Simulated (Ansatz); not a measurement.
Results of PBEsol in Ansatz (PAW) for Al₂Cu (I4/mcm, No. 140).

Numerical settings: plane-wave cutoff 520 eV, 14×14×14 k mesh, Fermi–Dirac smearing 0.05 eV, no spin polarisation, scalar-relativistic PAW data made under PBE.

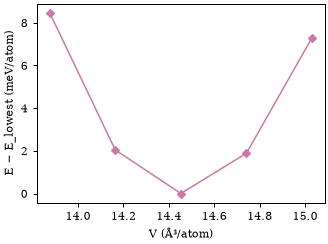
Figure. Total energy against volume

Problem. From the curve, estimate the equilibrium volume and the bulk modulus.

Solution. V0 ≈ 14.5 Å³/atom and B0 ≈ 110 GPa; the fit gives V0 = 14.453 Å³/atom, B0 = 109 GPa, B′ = 4.4.

Shape and atoms are relaxed at each volume.

Note: the bulk modulus comes from volumes at which shape and atoms were relaxed.

Computed values are for the static lattice.

Ansatz is a first-principles code.
